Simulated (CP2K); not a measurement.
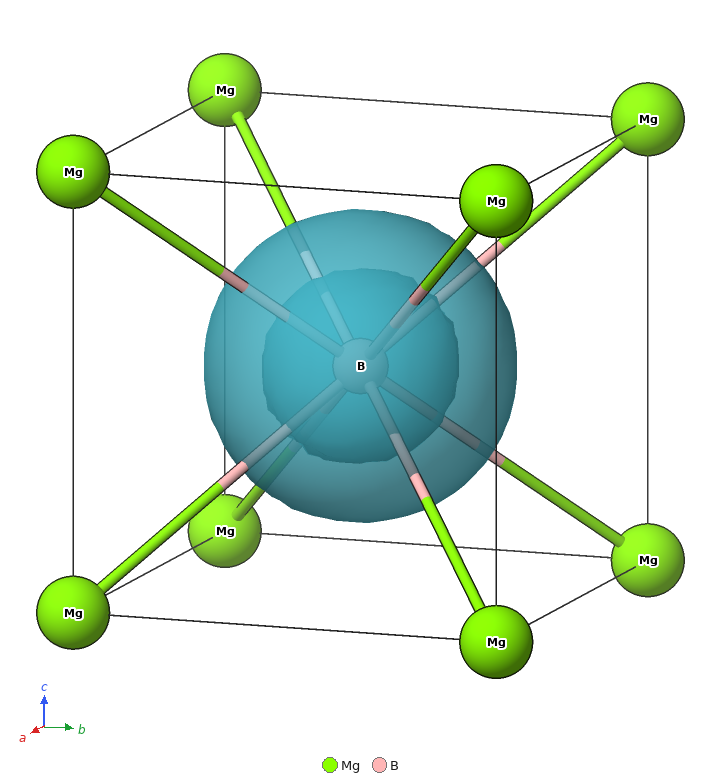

*MgB. Isosurface of the electron localisation function at 0.7 (cyan), seen slightly off an axis. Core shells and regions of very low density are left out. Sticks mark near contacts.*

Space group Pm-3m; a generated structure, not necessarily the stable one; computed pressure about 2 GPa in this cell.

All numbers below come from CP2K 2026.2, Kohn-Sham DFT of a periodic cell, PBE, GTH-PBE with UZH-TZVP basis.

```xyz
2
Lattice="2.8952 0.0000 0.0000 0.0000 2.8952 0.0000 0.0000 0.0000 2.8952" Properties=species:S:1:pos:R:3 pbc="T T T"
Mg    0.0000    0.0000    0.0000
B     1.4476    1.4476    1.4476
```

> Identify the bonds, lone pairs and shells in this picture.

The ELF exceeds this value in one region wrapped around B (its valence shell), counted in one cell of 2 atoms. Any copies at cell faces, edges or corners count once. Profiles from the grid: Mg–B (2.51 Å): the ELF peaks at about 0.75 in the valence shell of B, 0.8 Å from its nucleus, and is about 0.45 at the midpoint.
